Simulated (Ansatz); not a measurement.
A series of calculations on CH7BOSi

**1. Relaxation**

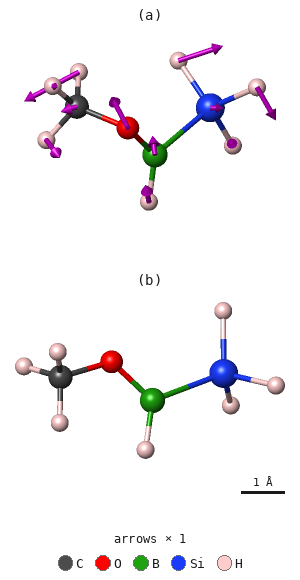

The structure of CH₇BOSi before (top) and after (bottom) a relaxation, at one scale. The purple arrows give the displacements, at their true length.

A ball-and-stick model, seen at a tilt.

The run prepares an end point of a later path (torsion) calculation, from a guessed geometry.

These are results of RKS PBE0-D4/6-31G* in Ansatz 0.2.0, not measurements.

Input
```yaml
crystal:
  periodic: [false, false, false]
  atoms:
    - { symbol: C, position_ang: [-1.3313, 1.0825, -0.4115] }
    - { symbol: O, position_ang: [-1.2049, 0.1915, 0.6147] }
    - { symbol: B, position_ang: [-0.333, -0.8675, 0.1272] }
    - { symbol: Si, position_ang: [1.6848, -0.7386, 0.4619] }
    - { symbol: H, position_ang: [-0.4182, 1.6148, -0.7192] }
    - { symbol: H, position_ang: [-2.0646, 1.939, -0.0658] }
    - { symbol: H, position_ang: [-1.8307, 0.6643, -1.3129] }
    - { symbol: H, position_ang: [-0.7058, -1.8068, -0.4014] }
    - { symbol: H, position_ang: [1.8596, -0.6444, 1.9547] }
    - { symbol: H, position_ang: [2.2771, -1.9432, -0.0517] }
    - { symbol: H, position_ang: [2.1323, 0.4516, -0.1753] }
basis:
  gaussian: { orbitals: "6-31G*" }
hamiltonian:
  xc: pbe0
  dispersion: d4
relax:
  f_tol: 0.015
  max_steps: 40
```

Run as
```bash
ansatz run input.yaml --threads 1 --pin off --max-ram 2048MiB --backend cpu --events-out ev --progress --plain --runs-dir out
```

### What changed between the two?

After 30 accepted moves (31 points after the start) the energy has fallen by 31.2 kcal/mol. The largest force component goes from 3.2 to 0.011 eV/Å. The line search rejected the trial step at point 28 of the run. The atom that moves furthest after the best rigid fit is H5 (1.46 Å). By element the largest moves are H 1.46 Å, O 1.33 Å, B 0.49 Å, C 0.41 Å, Si 0.31 Å. Near-neighbour distances that change, for instance: O2–B3 1.456 → 1.343 Å, C1–H6 1.179 → 1.094 Å, Si4–H11 1.422 → 1.492 Å, B3–H8 1.140 → 1.210 Å. Among the angles between lasting bonds that change: C1–O2–B3 106.2° → 122.1°, O2–C1–H5 116.7° → 108.6°, B3–Si4–H11 106.8° → 113.5°. Groups turn about O2–B3 by about 90°, B3–Si4 by about 60°, C1–O2 by about 60°. The run took 110 s on 1 thread of Arm Neoverse V2 (shared host), peak memory 0.15 GiB.

**2. Relaxation**

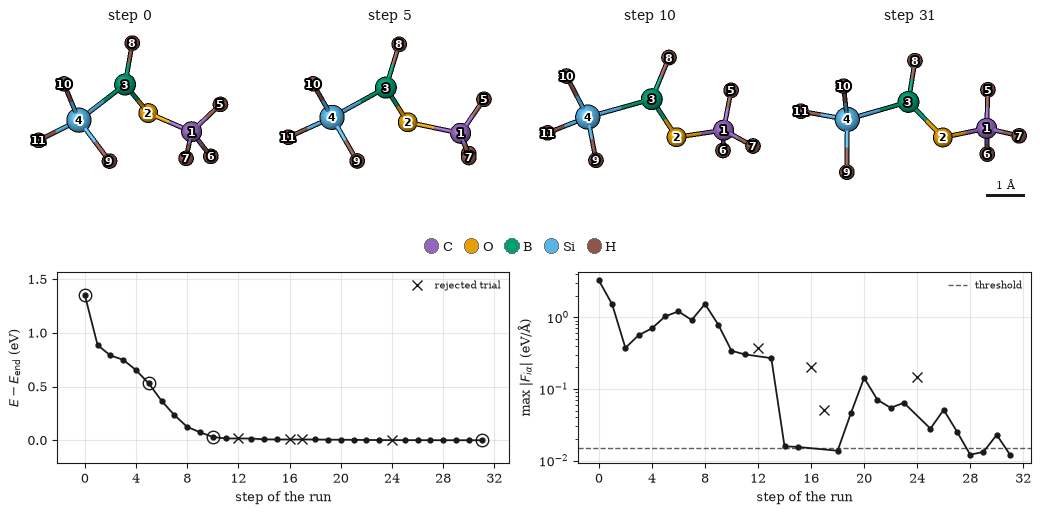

Frames of a relaxation of CH₇BOSi, marked on the history of the run. Style: ball-and-stick. Shown at a tilt.

The run prepares an end point of a later path (torsion) calculation, from a guessed geometry.

Computed with Ansatz 0.2.0, RKS PBE0-D4/6-31G*.

The input:
```yaml
crystal:
  periodic: [false, false, false]
  atoms:
    - { symbol: C, position_ang: [-1.3313, 1.0825, -0.4115] }
    - { symbol: O, position_ang: [-1.2049, 0.1915, 0.6147] }
    - { symbol: B, position_ang: [-0.333, -0.8675, 0.1272] }
    - { symbol: Si, position_ang: [-1.1498, -2.45512, -0.87901] }
    - { symbol: H, position_ang: [-0.4182, 1.6148, -0.7192] }
    - { symbol: H, position_ang: [-2.0646, 1.939, -0.0658] }
    - { symbol: H, position_ang: [-1.8307, 0.6643, -1.3129] }
    - { symbol: H, position_ang: [0.80284, -0.85498, 0.22917] }
    - { symbol: H, position_ang: [-1.88006, -1.87466, -2.06123] }
    - { symbol: H, position_ang: [-0.06155, -3.2917, -1.30504] }
    - { symbol: H, position_ang: [-2.05775, -3.08606, 0.01564] }
basis:
  gaussian: { orbitals: "6-31G*" }
hamiltonian:
  xc: pbe0
  dispersion: d4
relax:
  f_tol: 0.015
  max_steps: 40
```

Run as
```bash
ansatz run input.yaml --threads 1 --pin off --max-ram 2048MiB --backend cpu --events-out ev --progress --plain --runs-dir out
```

**Describe the path.**

The atom that moves furthest after the best rigid fit is H7 (1.58 Å). By element the largest moves are H 1.58 Å, O 1.38 Å, B 0.56 Å, C 0.43 Å, Si 0.32 Å. Near-neighbour distances that change, for instance: O2–B3 1.456 → 1.343 Å, C1–H6 1.179 → 1.094 Å, Si4–H11 1.422 → 1.495 Å, B3–H8 1.140 → 1.210 Å. Bond angles that change, for instance: C1–O2–B3 106.2° → 122.2°, H10–Si4–H11 114.3° → 106.5°, B3–Si4–H9 106.3° → 113.6°. Groups turn about O2–B3 by about 90°, C1–O2 by about 60°, B3–Si4 by about 60°. The energy falls by 1.352 eV in 27 accepted moves (31 points after the start). The largest force component goes from 3.3 to 0.012 eV/Å. The line search rejected the trial steps at points 12, 16, 17, 24 of the run. The forces were under the threshold at step 18, but the run went on from there. From step 0 to 5: H7 moves most (0.61 Å), energy −0.824 eV. From step 5 to 10: H7 moves most (0.79 Å), energy −0.498 eV. From step 10 to 31: H8 moves most (0.71 Å), energy −0.031 eV.

**3. Path**

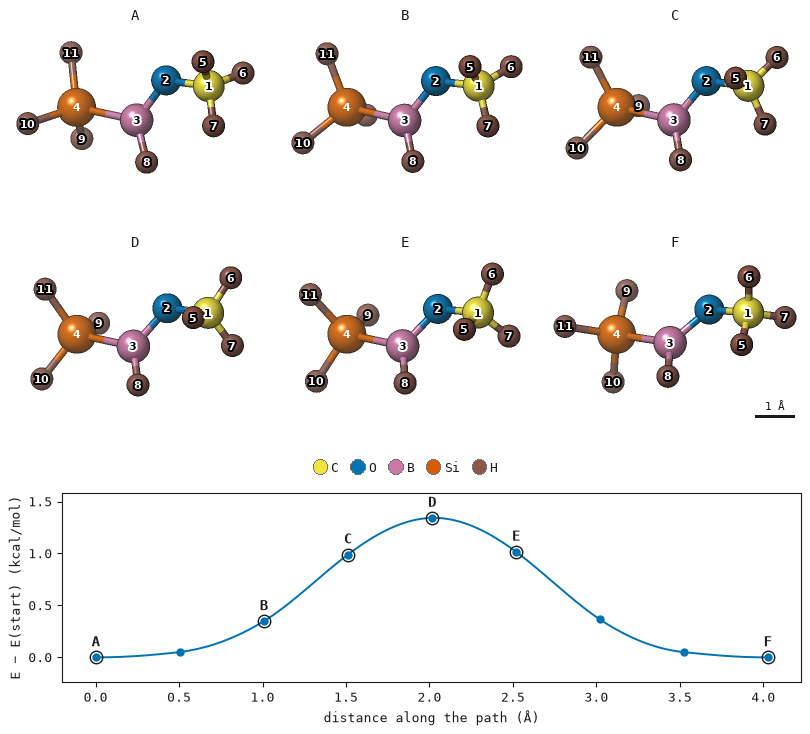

NEB run on CH7BOSi. Images are numbered from 0 (start) to 8 (end). Frames A to F are images 0, 2, 3, 4, 5, 8. A ball-and-stick model, seen from a free direction.

Level of theory: RKS PBE0-D4/6-31G* in Ansatz 0.2.0. Settings: 7 movable images; climbing image; force threshold 0.05 eV/Å; iteration limit 48; starting path through a guess of the saddle point.

### What happens along the path, and what is the barrier?

The two ends have the same energy, and the highest point, image 4, lies 1.34 kcal/mol above the start. The motion is a rotation about the O2–B3 bond, with a turn of about 120° about C1–O2, with a turn of about 120° about B3–Si4. No bond forms or breaks between the ends. Bond angles that change up to the highest image, for instance: B3–Si4–H11 113.5° → 110.8°, B3–Si4–H10 110.4° → 112.8°. The band converged in 10 iterations. The largest component of the band force went from 4.6 to 0.033 eV/Å. The climbing image converged on the top of the path. Its vibrational analysis gives 2 imaginary modes over 30i cm⁻¹, so it isn't confirmed as a transition state.

The run took 3.5 min on 1 thread of Arm Neoverse V2 (shared host), peak memory 0.15 GiB.
